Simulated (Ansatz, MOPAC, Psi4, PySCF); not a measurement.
Interaction energy of HBr ··· CH3Cl (SMILES Br and CCl), singlet. Monomers: optimised at B3LYP-D3(BJ) (def2-TZVP), held rigid. Orientation: lowest of the rigid-body minima from ten starts at GFN2-xTB. Only R, the distance of the centres of mass, is varied, so the lowest point isn't the relaxed dimer.

Geometry at R = 3.59 Å (first 2 atoms: monomer A):
```
7

Br     0.7124     0.0000     0.0000
H     -0.7124     0.0000     0.0000
C     -2.2481    -0.1403    -2.4281
Cl    -2.8560    -0.0198    -0.7441
H     -1.7123    -1.0790    -2.5317
H     -3.0992    -0.1105    -3.1016
H     -1.5855     0.6996    -2.6132
```

Levels: PM7, restricted, heats of formation (MOPAC); MP2/aug-cc-pVQZ = MP2 on RHF/aug-cc-pVQZ, cores with 3d frozen, counterpoise-corrected (Ansatz, a quantum-chemistry and plane-wave program); CCSD/aug-cc-pVTZ = CCSD on RHF/aug-cc-pVTZ, cores with 3d frozen, counterpoise-corrected (Ansatz); RHF/LANL2DZ = restricted Hartree-Fock/LANL2DZ, with its core potentials past Ne, no counterpoise correction run with PySCF; wB97X-V/def2-TZVP, counterpoise-corrected (Psi4).

Interaction energies in kJ/mol (negative: bound); R is the distance of the centres of mass, d the H2···Cl4 distance.

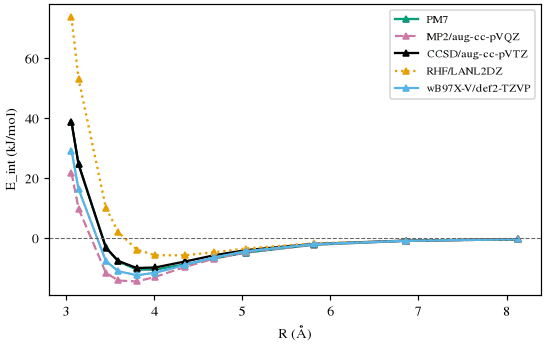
Figure. Interaction energy against separation.

| R / Å | d / Å | PM7 | MP2/aug-cc-pVQZ | CCSD/aug-cc-pVTZ | RHF/LANL2DZ | wB97X-V/def2-TZVP |
|---|---|---|---|---|---|---|
| 3.06 | 1.74 | 38.66 | 21.84 | 38.80 | 73.69 | 29.22 |
| 3.14 | 1.82 | 24.78 | 9.85 | 24.59 | 53.19 | 16.37 |
| 3.45 | 2.13 | -3.08 | -11.58 | -3.18 | 10.12 | -7.63 |
| 3.59 | 2.27 | -7.80 | -14.15 | -7.63 | 2.01 | -11.05 |
| 3.80 | 2.48 | -10.47 | -14.50 | -9.99 | -3.83 | -12.40 |
| 4.01 | 2.69 | -10.52 | -12.96 | -9.82 | -5.76 | -11.60 |
| 4.35 | 3.03 | -8.80 | -9.61 | -7.81 | -5.76 | -8.95 |
| 4.68 | 3.36 | -6.77 | -6.83 | -5.74 | -4.72 | -6.44 |
| 5.04 | 3.72 | -4.83 | -4.67 | -4.01 | -3.48 | -4.39 |
| 5.81 | 4.49 | -2.22 | -2.20 | -1.94 | -1.74 | -2.03 |
| 6.86 | 5.54 | -0.90 | -0.94 | -0.84 | -0.86 | -0.89 |
| 8.13 | 6.81 | -0.40 | -0.42 | -0.38 | -0.44 | -0.41 |

Lowest grid point: PM7 -10.52 kJ/mol at R = 4.01 Å; MP2/aug-cc-pVQZ -14.50 kJ/mol at R = 3.80 Å; CCSD/aug-cc-pVTZ -9.99 kJ/mol at R = 3.80 Å; RHF/LANL2DZ -5.76 kJ/mol at R = 4.35 Å; wB97X-V/def2-TZVP -12.40 kJ/mol at R = 3.80 Å.
